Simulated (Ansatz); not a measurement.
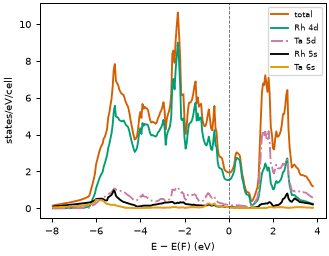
Total and projected density of states of TaRh₃ (Cu3Au type, Pm-3m), DFT-PBEsol in the program Ansatz with PAW potentials

**Question.** Which orbitals carry the states next to the Fermi level?

**Answer.** Within 0.5 eV of the Fermi level: Rh 4d 82 %, Ta 5d 8 %. Projections are on Löwdin-orthogonalised atomic valence shells; empty p or d shells of many metals are not among them.

**Question.** Where is the tallest occupied peak in this window, and what makes it?

**Answer.** Near -2.3 eV, about 11 states/eV per cell; the largest projected share is Rh 4d.

The workflow started from a Materials Project entry (that database holds measured and hypothetical structures alike); the Crystallography Open Database files this formula in space group No. 221, but the cells were not matched. Its standing as an ambient phase is unchecked. Symmetry was held in the PBEsol relaxation; of distortions, only those at the zone centre were tested. The run is not spin-polarised. Spin–orbit coupling is left out wherever it is not named.

Potentials: the later of the program's two PAW sets.
